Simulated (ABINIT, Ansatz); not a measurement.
# Quasiparticle gap of BN (Qingsongite) in ABINIT, part 2 of 3

How does a plane-wave GW calculation on BN (Qingsongite) run from the first input to the gap?

ABINIT 10.8.3; PBE and many-body steps on it, plane waves. Known limits of the many-body steps: not at the basis limit.

So far. Step 2 (Ground state): The gap is indirect, with the least direct gap 4.34 eV higher.

## (3) Bands along the symmetry lines

Level of this step: DFT, PBE, plane waves, norm-conserving pseudopotentials (ABINIT).

Levels along a band path, at the cheap level, show where the edges lie and whether the meshes to come will hold them.

Contents of run.abi:

```
acell 3*1.0 Angstrom
rprim 
  -0.000000000000 1.807500000000 1.807500000000
  1.807500000000 0.000000000000 1.807500000000
  1.807500000000 1.807500000000 -0.000000000000
ntypat 2
znucl 5 7
natom 2
typat 1 2
xred 
  0.000000000000 0.000000000000 0.000000000000
  0.250000000000 0.250000000000 0.250000000000
pp_dirpath "pseudos"
pseudos "B.upf, N.upf"
ecut 36
iscf -2
irdden 1
kptopt 0
nkpt 50
kpt 
  0.00000000 0.00000000 0.00000000
  -0.06250000 -0.06250000 0.00000000
  -0.12500000 -0.12500000 0.00000000
  -0.18750000 -0.18750000 0.00000000
  -0.25000000 -0.25000000 0.00000000
  -0.31250000 -0.31250000 0.00000000
  -0.37500000 -0.37500000 0.00000000
  -0.43750000 -0.43750000 0.00000000
  -0.50000000 -0.50000000 0.00000000
  -0.48437500 -0.48437500 0.03125000
  -0.46875000 -0.46875000 0.06250000
  -0.45312500 -0.45312500 0.09375000
  -0.43750000 -0.43750000 0.12500000
  -0.42187500 -0.42187500 0.15625000
  -0.40625000 -0.40625000 0.18750000
  -0.39062500 -0.39062500 0.21875000
  -0.37500000 -0.37500000 0.25000000
  -0.37500000 0.00000000 0.37500000
  -0.32812500 0.00000000 0.32812500
  -0.28125000 0.00000000 0.28125000
  -0.23437500 0.00000000 0.23437500
  -0.18750000 0.00000000 0.18750000
  -0.14062500 0.00000000 0.14062500
  -0.09375000 0.00000000 0.09375000
  -0.04687500 0.00000000 0.04687500
  0.00000000 0.00000000 0.00000000
  0.00000000 0.00000000 0.06250000
  0.00000000 0.00000000 0.12500000
  0.00000000 0.00000000 0.18750000
  0.00000000 0.00000000 0.25000000
  0.00000000 0.00000000 0.31250000
  0.00000000 0.00000000 0.37500000
  0.00000000 0.00000000 0.43750000
  -0.00000000 -0.00000000 0.50000000
  -0.06250000 -0.03125000 0.46875000
  -0.12500000 -0.06250000 0.43750000
  -0.18750000 -0.09375000 0.40625000
  -0.25000000 -0.12500000 0.37500000
  -0.31250000 -0.15625000 0.34375000
  -0.37500000 -0.18750000 0.31250000
  -0.43750000 -0.21875000 0.28125000
  -0.50000000 -0.25000000 0.25000000
  -0.50000000 -0.28125000 0.21875000
  -0.50000000 -0.31250000 0.18750000
  -0.50000000 -0.34375000 0.15625000
  -0.50000000 -0.37500000 0.12500000
  -0.50000000 -0.40625000 0.09375000
  -0.50000000 -0.43750000 0.06250000
  -0.50000000 -0.46875000 0.03125000
  -0.50000000 -0.50000000 0.00000000
istwfk *1
nband 11
nbdbuf 2
tolwfr 1e-08
nstep 40
prtwf 0
prtvol 0
indata_prefix "in"
outdata_prefix "out"
tmpdata_prefix "tmp"
```

Started as:

```
$ OMP_NUM_THREADS=1 mpirun -n 4 abinit run.abi > log
```

Numbers of over 12 decimals in the logs are rounded to 6 here.

Log:

```text
.Version 10.8.3 of ABINIT. v10.8.2 released Aug 2026.

 Symmetries : space group F-4 3 m (#216); Bravais cF (face-center cubic)
[... echo of the input left out ...]
== DATASET  1 ==================================================================
-   mpi_nproc: 4, omp_nthreads: 1 (-1 if OMP is not activated)

--- !DatasetInfo
iteration_state: {dtset: 1, }
dimensions: {natom: 2, nkpt: 50, mband: 11, nsppol: 1, nspinor: 1, nspden: 1, mpw: 869, }
cutoff_energies: {ecut:  36.0, pawecutdg:  -1.0, }
electrons: {nelect:   8.00000000E+00, charge:   0.00000000E+00, occopt:   1.00000000E+00, tsmear:   1.00000000E-02, }

 Real(R)+Recip(G) space primitive vectors, cartesian coordinates (Bohr,Bohr^-1):
 R(1)=  0.0000000  3.4156800  3.4156800  G(1)= -0.1463837  0.1463837  0.1463837
 R(2)=  3.4156800  0.0000000  3.4156800  G(2)=  0.1463837 -0.1463837  0.1463837
 R(3)=  3.4156800  3.4156800  0.0000000  G(3)=  0.1463837  0.1463837 -0.1463837
 Unit cell volume ucvol=  7.9700586E+01 bohr^3
 Angles (23,13,12)=  6.00000000E+01  6.00000000E+01  6.00000000E+01 degrees

 getcut: wavevector=  0.0000  0.0000  0.0000  ngfft=  30  30  30
         ecut(hartree)=     36.000   => boxcut(ratio)=   2.30194

 getcut : COMMENT -
  Note that boxcut > 2.2 ; recall that boxcut=Gcut(box)/Gcut(sphere) = 2
  is sufficient for exact treatment of convolution.
  Such a large boxcut is a waste : you could raise ecut
  e.g. ecut=   47.690509 Hartrees makes boxcut=2

--- Pseudopotential description ------------------------------------------------
- B Generated using ONCVPSP code by D. R. Hamann
-  5.00000   3.00000  171031                  znucl, zion, pspdat
12 -101130 1 -1 1534                          pspcod,pspxc,lmax,lloc,mmax
     nproj     2     2
  pspatm : epsatm=    3.38844616
         --- l  ekb(1:nproj) -->
             0    8.382104    1.234201
             1   -3.719492   -0.867526
 pspatm: atomic psp has been read  and splines computed

- N Generated using ONCVPSP code by D. R. Hamann
-  7.00000   5.00000  171031                  znucl, zion, pspdat
12 -101130 1 -1 1058                          pspcod,pspxc,lmax,lloc,mmax
     nproj     2     2
  pspatm : epsatm=    5.20977870
         --- l  ekb(1:nproj) -->
             0    7.494509    0.636305
[...]
pspatm: atomic psp has been read  and splines computed

--------------------------------------------------------------------------------

================================================================================
 prteigrs : about to open file out_EIG
 Non-SCF case, kpt    1 (  0.00000  0.00000  0.00000), residuals and eigenvalues=
  3.63E-09  1.60E-09  3.17E-09  5.09E-09  1.41E-09  2.39E-09  4.64E-09  8.61E-09
[...]
-4.4062E-01  3.0209E-01  3.0209E-01  3.0209E-01  6.2836E-01  6.2836E-01
  6.2836E-01  6.8304E-01  1.2115E+00  1.3357E+00  1.3401E+00
[...]
2.44E-09  5.19E-10  7.21E-10  4.52E-09  4.15E-09  4.50E-09  5.55E-09  6.02E-09
[...]
-4.2207E-01  2.5628E-01  2.6132E-01  2.6132E-01  6.0371E-01  6.8440E-01
  6.8440E-01  7.2542E-01  1.0748E+00  1.2549E+00  1.3632E+00
[...]
Non-SCF case, kpt   49 ( -0.50000 -0.46875  0.03125), residuals and eigenvalues=
[...]
-2.3481E-01 -2.4246E-02  1.1910E-01  1.1965E-01  4.7418E-01  6.4952E-01
  9.5633E-01  9.5955E-01  1.0628E+00  1.2999E+00  1.5362E+00
 Non-SCF case, kpt   50 ( -0.50000 -0.50000  0.00000), residuals and eigenvalues=
[...]
-2.3521E-01 -2.5226E-02  1.2176E-01  1.2176E-01  4.6875E-01  6.4539E-01
  9.6028E-01  9.6028E-01  1.0651E+00  1.3031E+00  1.5460E+00

--- !ResultsGS
iteration_state: {dtset: 1, }
comment   : Summary of ground state results
lattice_vectors:
- [ -0.0000000,   3.4156800,   3.4156800, ]
- [  3.4156800,   0.0000000,   3.4156800, ]
- [  3.4156800,   3.4156800,  -0.0000000, ]
lattice_lengths: [   4.83050,    4.83050,    4.83050, ]
lattice_angles: [ 60.000,  60.000,  60.000, ] # degrees, (23, 13, 12)
lattice_volume:   7.9700586E+01
convergence: {deltae:  0.000E+00, res2:  0.000E+00, residm:  9.954E-09, diffor:  0.000E+00, }
etotal    :  -1.34025025E+01
entropy   :   0.00000000E+00
fermie    :   3.02092262E-01
cartesian_stress_tensor: null
pressure_GPa: null
xred      :
- [  0.0000E+00,   0.0000E+00,   0.0000E+00,  B]
- [  2.5000E-01,   2.5000E-01,   2.5000E-01,  N]
cartesian_forces: null
force_length_stats: {min: null, max: null, mean: null, }

 Integrated electronic density in atomic spheres:
 ------------------------------------------------
 Atom  Sphere_radius  Integrated_density
[...]
================================================================================

 ----iterations are completed or convergence reached----

 Mean square residual over all n,k,spin=   42.205E-10; max=  99.540E-10
 reduced coordinates (array xred) for    2 atoms
[...]
cartesian coordinates (angstrom) at end:
    1      0.000000     0.000000     0.000000
    2      0.903750     0.903750     0.903750
 length scales=  1.889726125908  1.889726125908  1.889726125908 bohr
              =  1.000000000000  1.000000000000  1.000000000000 angstroms
 prteigrs : about to open file out_EIG
 Eigenvalues (hartree) for nkpt=  50  k points:
 kpt#   1, nband= 11, wtk=  1.00000, kpt=  0.0000  0.0000  0.0000 (reduced coord)
[...]
kpt#   2, nband= 11, wtk=  1.00000, kpt= -0.0625 -0.0625  0.0000 (reduced coord)
[...]
kpt#   3, nband= 11, wtk=  1.00000, kpt= -0.1250 -0.1250  0.0000 (reduced coord)
[...]
kpt#  49, nband= 11, wtk=  1.00000, kpt= -0.5000 -0.4687  0.0313 (reduced coord)
  -0.23481   -0.02425    0.11910    0.11965    0.47418    0.64952    0.95633    0.95955
   1.06281    1.29990    1.53616
 kpt#  50, nband= 11, wtk=  1.00000, kpt= -0.5000 -0.5000  0.0000 (reduced coord)
  -0.23521   -0.02523    0.12176    0.12176    0.46875    0.64539    0.96028    0.96028
   1.06505    1.30307    1.54598

== END DATASET(S) ==============================================================
================================================================================

 -outvars: echo values of variables after computation  --------
            nband          11
             nkpt          50
          spgroup         216
 [... the other variables as echoed above ...]

 Calculation completed.
```

Wall time 3 s (4 MPI ranks of Arm Neoverse V2, shared host); peak memory 0.23 GiB; 12 s of CPU time.

Numbers from this step:

```yaml
gap: 4.535 eV
k_of_the_valence_top: 0, 0, 0
k_of_the_conduction_bottom: -0.5, -0.5, 0
least_direct_gap: 8.878 eV
```

The gap is 4.535 eV, as in the run before at this level.

Electronic bands along the path, in eV, zero at the top of the highest filled band; v1 is the highest filled band, c1 the lowest empty one:

```csv
point,v4,v3,v2,v1,c1,c2,c3,c4
Γ,-20.21,0.00,0.00,0.00,8.88,8.88,8.88,10.37
X,-14.62,-8.91,-4.91,-4.91,4.54,9.34,17.91,17.91
U,-14.54,-8.12,-7.66,-4.08,6.98,12.95,15.84,16.68
jump to K,-14.54,-8.12,-7.66,-4.08,6.98,12.95,15.84,16.68
Γ,-20.21,0.00,0.00,0.00,8.88,8.88,8.88,10.37
L,-15.99,-10.68,-1.94,-1.94,10.21,10.78,10.78,15.26
W,-14.31,-7.58,-6.96,-6.50,9.65,13.35,14.61,14.69
X,-14.62,-8.91,-4.91,-4.91,4.54,9.34,17.91,17.91
```

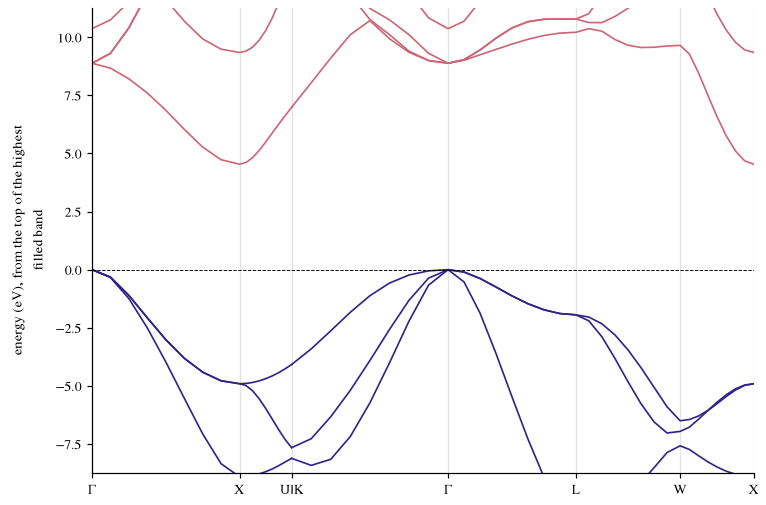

Electronic bands along the path; lines of filled and empty bands in two colours.

## (4) Empty states on the mesh, 8×8×8 mesh, 226 bands

The sums over transitions need many empty states on a uniform mesh; this step solves for them.

Contents of run.abi:

```
acell 3*1.0 Angstrom
rprim 
  -0.000000000000 1.807500000000 1.807500000000
  1.807500000000 0.000000000000 1.807500000000
  1.807500000000 1.807500000000 -0.000000000000
ntypat 2
znucl 5 7
natom 2
typat 1 2
xred 
  0.000000000000 0.000000000000 0.000000000000
  0.250000000000 0.250000000000 0.250000000000
pp_dirpath "pseudos"
pseudos "B.upf, N.upf"
ecut 36
ngkpt 8 8 8
nshiftk 1
shiftk 0 0 0
kptopt 1
chksymbreak 0
irdden 1
istwfk *1
nband 226
prtvol 0
optdriver 6
gwr_task "HDIAGO"
paral_kgb 0
occopt 1
indata_prefix "in"
outdata_prefix "out"
tmpdata_prefix "tmp"
```

Log:

```text
[banner, memory and clock lines left out]
.Version 10.8.3 of ABINIT. v10.8.2 released Aug 2026.

 Symmetries : space group F-4 3 m (#216); Bravais cF (face-center cubic)
[... echo of the input left out ...]
== DATASET  1 ==================================================================
-   mpi_nproc: 4, omp_nthreads: 1 (-1 if OMP is not activated)

--- !DatasetInfo
iteration_state: {dtset: 1, }
dimensions: {natom: 2, nkpt: 29, mband: 226, nsppol: 1, nspinor: 1, nspden: 1, mpw: 869, }
cutoff_energies: {ecut:  36.0, pawecutdg:  -1.0, }
electrons: {nelect:   8.00000000E+00, charge:   0.00000000E+00, occopt:   1.00000000E+00, tsmear:   1.00000000E-02, }

.Using double precision arithmetic; gwpc =  8

- Reading GS density from: in_DEN

--- Pseudopotential description ------------------------------------------------
- B Generated using ONCVPSP code by D. R. Hamann
-  5.00000   3.00000  171031                  znucl, zion, pspdat
12 -101130 1 -1 1534                          pspcod,pspxc,lmax,lloc,mmax
     nproj     2     2
  pspatm : epsatm=    3.38844616
         --- l  ekb(1:nproj) -->
             0    8.382104    1.234201
             1   -3.719492   -0.867526
 pspatm: atomic psp has been read  and splines computed

- N Generated using ONCVPSP code by D. R. Hamann
-  7.00000   5.00000  171031                  znucl, zion, pspdat
12 -101130 1 -1 1058                          pspcod,pspxc,lmax,lloc,mmax
     nproj     2     2
  pspatm : epsatm=    5.20977870
         --- l  ekb(1:nproj) -->
             0    7.494509    0.636305
             1   -4.293905   -1.006988
 pspatm: atomic psp has been read  and splines computed

   6.87857989E+01                                ecore*ucvol(ha*bohr**3)

 Total charge density [el/Bohr^3]
)     Maximum=    5.6373E-01  at reduced coord.    0.2000    0.2000    0.4000
)     Minimum=    7.6975E-03  at reduced coord.    0.0000    0.0000    0.0000
   Integrated=    8.0000E+00

 === KS gaps after direct diagonalization ===
 Indirect band gap semiconductor
 Fundamental gap:     4.535 (eV)
   VBM:     8.220 (eV) at k: [ 0.0000E+00,  0.0000E+00,  0.0000E+00]
   CBM:    12.755 (eV) at k: [ 5.0000E-01,  5.0000E-01,  0.0000E+00]
 Direct gap:         8.878 (eV) at k: [ 0.0000E+00,  0.0000E+00,  0.0000E+00]

== END DATASET(S) ==============================================================

 -outvars: echo values of variables after computation  --------
           etotal      0.0000000000E+00
            nband         226
             nkpt          29
          spgroup         216
 [... the other variables as echoed above ...]

 Calculation completed.
```

The job ended after 7.7 s (4 MPI ranks; peak memory 0.35 GiB).

This step gave:

| Item | Value |
| --- | --- |
| gap | 4.535 eV |
| k of the valence top | 0, 0, 0 |
| k of the conduction bottom | 0.5, 0.5, 0 |
| least direct gap | 8.878 eV |
| k points computed | 29 |
| lowest point of the top converged band, above the valence top | 374.1121 eV |

On this mesh the gap is 4.535 eV.

## (5) Screening, 8×8×8 mesh, 218 bands, screening to 435.4 eV

The RPA dielectric matrix is built and inverted for each q.

This step: RPA screening on PBE, plane waves, norm-conserving pseudopotentials.

Changes to run.abi since step 4:

```diff
@@ -20,10 +20,11 @@
 chksymbreak 0
-irdden 1
 istwfk *1
-nband 226
-prtvol 0
-optdriver 6
-gwr_task "HDIAGO"
-paral_kgb 0
 occopt 1
+irdwfk 1
+optdriver 3
+nband 218
+ecuteps 16
+inclvkb 2
+awtr 1
+symchi 1
 indata_prefix "in"
```

Log:

```text
.Version 10.8.3 of ABINIT. v10.8.2 released Aug 2026.

 Symmetries : space group F-4 3 m (#216); Bravais cF (face-center cubic)
[... echo of the input left out ...]
== DATASET  1 ==================================================================
-   mpi_nproc: 4, omp_nthreads: 1 (-1 if OMP is not activated)

--- !DatasetInfo
iteration_state: {dtset: 1, }
dimensions: {natom: 2, nkpt: 29, mband: 218, nsppol: 1, nspinor: 1, nspden: 1, mpw: 869, }
cutoff_energies: {ecut:  36.0, pawecutdg:  -1.0, }
electrons: {nelect:   8.00000000E+00, charge:   0.00000000E+00, occopt:   1.00000000E+00, tsmear:   1.00000000E-02, }

 SCREENING: Calculation of the susceptibility and dielectric matrices

 Based on a program developped by R.W. Godby, V. Olevano, G. Onida, and L. Reining.
 Incorporated in ABINIT by V. Olevano, G.-M. Rignanese, and M. Torrent.
.Using double precision arithmetic ; gwpc =  8

[... cell and pseudopotentials left out ...]
--------------------------------------------------------------------------------

 ==== K-mesh for the wavefunctions ====
 Number of points in the irreducible wedge :    29
[... list of points left out ...]
 Together with 24 symmetry operations and time-reversal symmetry
 yields   512 points in the full Brillouin Zone.

 ==== Q-mesh for the screening function ====
 Number of points in the irreducible wedge :    29
[... list of points left out ...]
 Together with 24 symmetry operations and time-reversal symmetry
 yields   512 points in the full Brillouin Zone.

 setmesh: FFT mesh size selected  =    24x   24x   24
          total number of points  =        13824

 vcoul_init : cutoff-mode = AUXILIARY_FUNCTION
 q-points for optical limit:   1
     1)      0.000010    0.000020    0.000030

- screening: taking advantage of time-reversal symmetry
- Maximum band index for partially occupied states nbvw = 4
- Remaining bands to be divided among processors   nbcw = 214
- Number of bands treated by each node ~53

 Number of electrons calculated from density =    8.0000; Expected =    8.0000
 average of density, n =  0.100376
 r_s =    1.3348
 omega_plasma =   30.5612 [eV]

 calculating chi0 at frequencies [eV] :
  1    0.000000E+00    0.000000E+00
  2    0.000000E+00    3.056116E+01

--------------------------------------------------------------------------------
  q-point number  1        q = ( 0.000000, 0.000000, 0.000000) [r.l.u.]
--------------------------------------------------------------------------------
[... chi0 elements left out ...]
 For q-point:  0.000010 0.000020 0.000030
  dielectric constant =   4.3078
  dielectric constant without local fields =   4.6612

  Average fulfillment of the sum rule on Im[epsilon] for q-point    1 :     99.08  [%]
[... wings left out ...]
  q-point number  2        q = ( 0.125000, 0.000000, 0.000000) [r.l.u.]
--------------------------------------------------------------------------------
[... chi0 elements left out ...]
  Average fulfillment of the sum rule on Im[epsilon] for q-point    2 :    101.13  [%]

 [... 27 further q-points ...]
```

It took 7.8 min on 4 MPI ranks; peak memory 2.2 GiB; 31 min of CPU time.

Numbers from this step:

| Property | Result |
| --- | --- |
| ε∞ with local fields, on this mesh, along the program's q direction | 4.308 |
| the same without local fields | 4.661 |
| plasma frequency | 30.56 eV |
| plane waves in the screening matrix | 259 |

Local fields lower ε∞ by 8 %.

(Part 2 of 3 ends here.)

[Paths, hosts, dates, memory and timing lines, banners, echoed tables and standing remarks are left out of the program output.]

[Logs are printed without paths, hosts, clocks, repeated set-up lines and the standing remarks that a program may print on its own settings, such as how far it seeks lower states.]

[Runs of the session that timed out or met a known fault of the program may be left out.]

[Hosts, paths, dates, database ids (printed as entryN), source tags and the programs' standing remarks are cut or masked in the printed files.]

[G0W0 gaps are taken among the corrected bands and points alone; a level outside them can change the order at an edge.]

[Where Ansatz stands beside ABINIT at settings called matched, ABINIT's density can come from a denser mesh and the files from another edition; pairs whose starting gaps differed by over 0.03 eV were left out, so agreement reads better than it is.]
